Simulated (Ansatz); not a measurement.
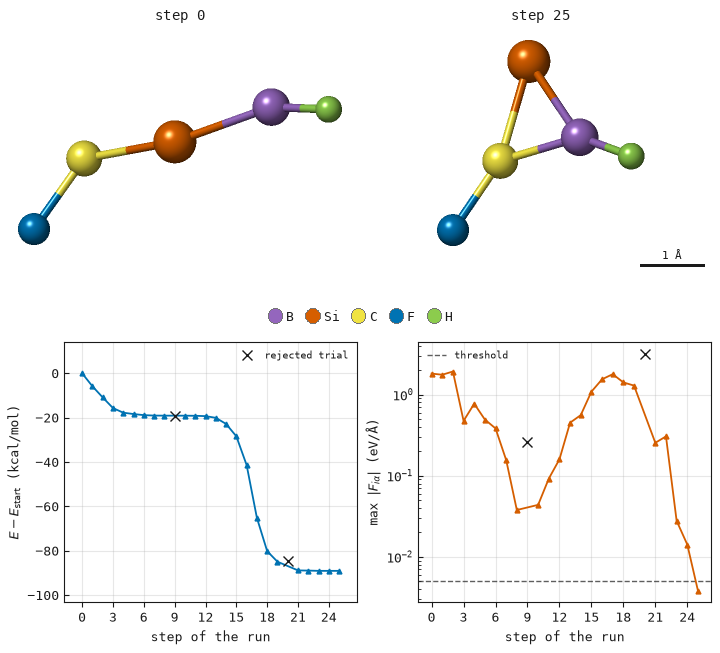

First and last geometry of a relaxation of CHBFSi (multiplicity 2), with the history of the run. Style: ball-and-stick. Shown at a tilt.

Computed with Ansatz, UKS PBE0-D4/def2-TZVP. (force threshold 0.005 eV/Å; at most 200 steps)

> Did the run converge, and what did it change?

It converged. Over 23 accepted moves (25 points after the start) the energy falls by 89.0 kcal/mol. Largest force component: 1.8 eV/Å at the start, 0.0038 eV/Å at the end. The line search rejected the trial steps at points 9, 20 of the run. The Si atom moves most after the best rigid fit: 1.53 Å. Largest moves by element: Si 1.53 Å, H 1.19 Å, F 1.17 Å, C 1.15 Å, B 1.00 Å. Near-neighbour distances that change, for instance: B–C 3.554 → 1.499 Å, B–Si 1.814 → 1.968 Å, C–F 1.363 → 1.318 Å, B–H 1.156 → 1.183 Å. New bonds form: B–C (3.55 → 1.50 Å). Among the angles between lasting bonds that change: B–Si–C 169.4° → 47.3°, Si–C–F 122.9° → 155.6°, Si–B–H 158.4° → 154.0°. Cost: 86 s on 2 threads of Intel Xeon @ 2.60GHz (shared host).
